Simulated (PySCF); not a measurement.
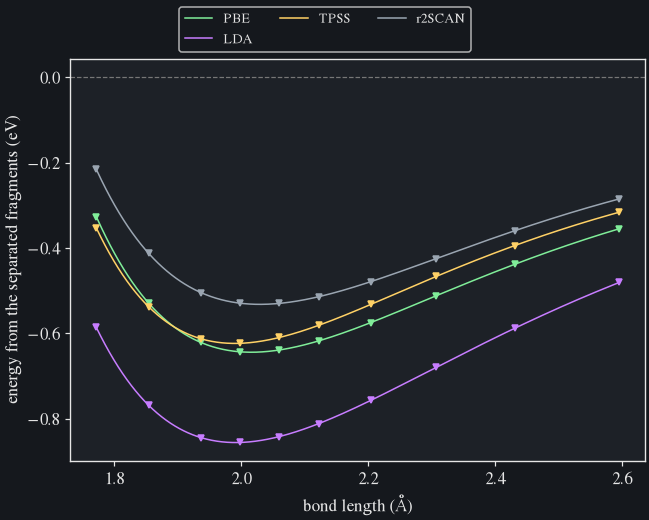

Bond curves of AlN⁺, quartet (excess alpha electrons: σ +1, πx +1, πy +1), def2-TZVPPD (non-relativistic), PySCF 2.14.0: energy from the separated fragments (atoms in their ground configurations, no counterpoise). One reference determinant with the occupation held, the lowest that a PBE0 search over spins and occupations found; no spin-orbit coupling. Splines pass through the computed points, which are marked. References: UKS for PBE, r2SCAN, LDA and TPSS. The fragments are Al⁺ + N.

> Order the curves at 1.77 Å, where they differ most.

LDA −0.59, TPSS −0.35, PBE −0.33, r2SCAN −0.22 eV, from lowest to highest.

> Where is the minimum of each curve?

PBE: near 2.02 Å, −0.64 eV; LDA: near 1.99 Å, −0.86 eV; TPSS: near 1.99 Å, −0.62 eV; r2SCAN: near 2.03 Å, −0.53 eV (from the spline).

> Give the values at the computed points.

In eV:
| bond length (Å) | PBE | LDA | TPSS | r2SCAN |
| --- | --- | --- | --- | --- |
| 1.77 | −0.33 | −0.59 | −0.35 | −0.22 |
| 1.85 | −0.53 | −0.77 | −0.54 | −0.41 |
| 1.94 | −0.62 | −0.84 | −0.61 | −0.50 |
| 2.00 | −0.64 | −0.86 | −0.62 | −0.53 |
| 2.06 | −0.64 | −0.84 | −0.61 | −0.53 |
| 2.12 | −0.62 | −0.81 | −0.58 | −0.51 |
| 2.20 | −0.57 | −0.76 | −0.53 | −0.48 |
| 2.31 | −0.51 | −0.68 | −0.47 | −0.42 |
| 2.43 | −0.44 | −0.59 | −0.39 | −0.36 |
| 2.60 | −0.35 | −0.48 | −0.32 | −0.28 |

Limits of at least one run: lowest determinant of a PBE0 search, another state may lie lower.
